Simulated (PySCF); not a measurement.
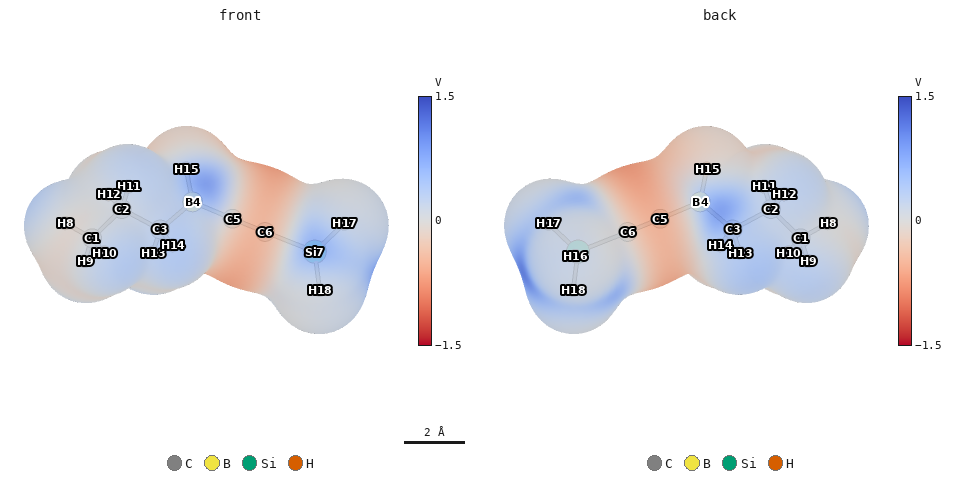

Figure. C5H11BSi (SMILES CCCBC#C[SiH3]). The electrostatic potential painted on the density surface at 0.001 e/bohr³, seen from the front and from behind; the colour scale runs from red (negative) to blue (positive).

Geometry: GFN2-xTB.

The calculation used PBE0/pcSseg-1, SCF density, gas phase, non-relativistic (PySCF).

Input file:

```
{"job": {"kind": "nmr", "xc": "PBE0", "basis": "pcSseg-1"}, "charge": 0, "multiplicity": 1}
C     -3.397065    -0.471041    -0.537830
C     -2.364930     0.292935     0.284560
C     -0.933978    -0.002374    -0.171179
B      0.210793     0.765941     0.597983
C      1.644928     0.425604     0.311317
C      2.809232     0.150964     0.093264
Si     4.583098    -0.255053    -0.223324
H     -4.405669    -0.233646    -0.205913
H     -3.315252    -0.212864    -1.592144
H     -3.247639    -1.544695    -0.437370
H     -2.473012     0.020578     1.336839
H     -2.558840     1.364497     0.200932
H     -0.849216     0.242393    -1.236864
H     -0.762268    -1.082672    -0.120942
H     -0.030161     1.604955     1.381610
H      5.161770     0.847808    -0.995960
H      5.263025    -0.396409     1.067100
H      4.656423    -1.510605    -0.977064
```

Run with:

```sh
OMP_NUM_THREADS=1 python probes_run.py task.json out
```

Q: Which sites attract a positive test charge, and which a negative one?

A: A positive charge is drawn to the negative regions and a negative charge to the positive ones. The most negative region (about −0.7 V, or −16 kcal/mol for a unit charge) lies over C5 and C6, the most positive (about +1.0 V, or +23 kcal/mol for a unit charge) over Si7.
